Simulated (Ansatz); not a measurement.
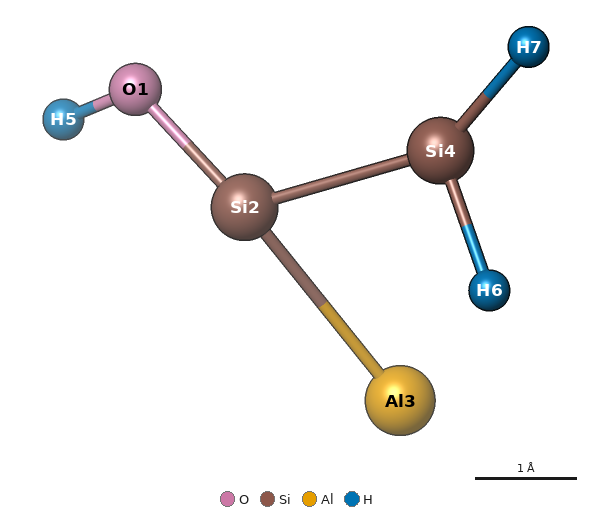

Orthographic view. Atoms fade into the background with distance from the viewer. The computed structure is the end point of a PBE0-D4/def2-TZVP optimisation. No frequency run is at hand to confirm it as a minimum.

Write a Z-matrix (Å, degrees) in the order of the atom numbers, with these reference atoms: 2 to 1; 3 to 2, 1; 4 to 2, 1, 3; 5 to 1, 2, 4; 6 to 4, 2, 1; 7 to 4, 6, 3.

```
O  
Si   1   1.655
Al   2   2.588   1   146.3
Si   2   2.172   1   120.1   3   113.0
H    1   0.959   2   115.3   4   162.9
H    4   1.516   2    98.1   1   173.8
H    4   1.488   6   109.9   3  -153.4
```
